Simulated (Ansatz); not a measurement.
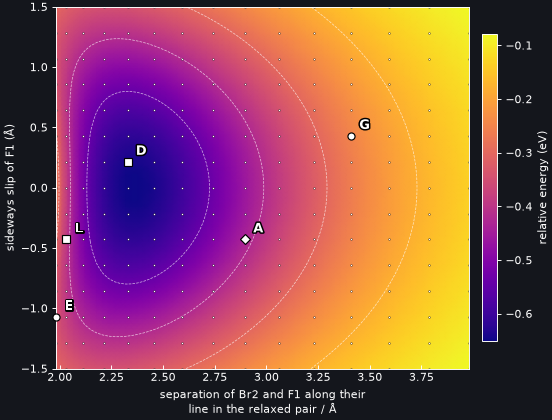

The pair F···BrH, charge −1. The first coordinate is: separation of Br2 and F1 along their line in the relaxed pair; the second: sideways slip of F1. Nothing is relaxed (both partners rigid). Grid: 15 × 15 points; 120 points were computed and 105 follow by symmetry. Points are written as (first, second). Energies: eV, counted from the ion and the molecule far apart, frozen as in the relaxed pair, each in its own basis (no counterpoise correction). All numbers below come from RKS PBE0-D4/def2-TZVPD (Ansatz 0.2.0).

Drawn: a smooth colour map with a few white contour lines, dots at the grid points, lettered points. Between grid points the surface is interpolated.

Q: Is A the lowest point of the computed grid?

A: No. A lies 0.214 eV above the lowest grid point, which is at (2.328 Å, 0.000 Å).

Q: What kind of point is each of A, G, L: minimum, saddle, maximum or slope?

A: A: on a slope; G: on a slope; L: on a slope. (In these two coordinates alone; a stationary point may lie a little off the grid point.)

Q: Rank the lettered points by energy, lowest first.

A: D (−0.642 eV), A (−0.436 eV), L (−0.394 eV), E (−0.337 eV), G (−0.250 eV).
